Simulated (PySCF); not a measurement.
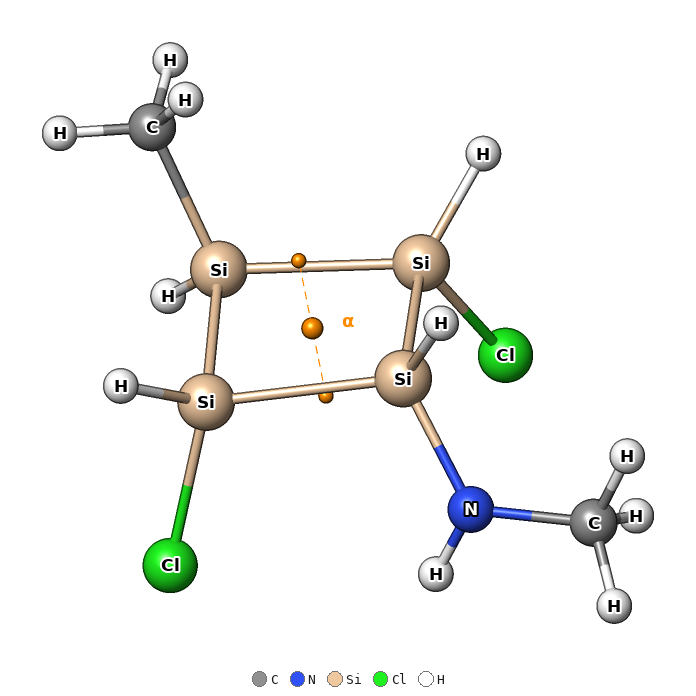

The small points mark where nucleus-independent chemical shifts (NICS) were computed: at the centre of each lettered ring and 1 Å above and below it. The computed structure is the end point of a GFN2-xTB optimisation. No frequency run is at hand to confirm it as a minimum. Level of theory: GIAO PBE0/pcSseg-1 NMR shielding, non-relativistic, gas phase (PySCF 2.14.0).

Give NICS(0), NICS(1) and the out-of-plane component NICS(1)zz for each ring (means of the two sides).

| ring | members | NICS(0) | NICS(1) | NICS(1)zz |
| --- | --- | --- | --- | --- |
| α | Si4 | 2.4 | −0.7 | 3.8 |

Values in ppm.

The geometry is semi-empirical. Around Si such bond lengths and angles can be off by a tenth of an ångström or more and by several degrees, and values that hang on the shape move with them.
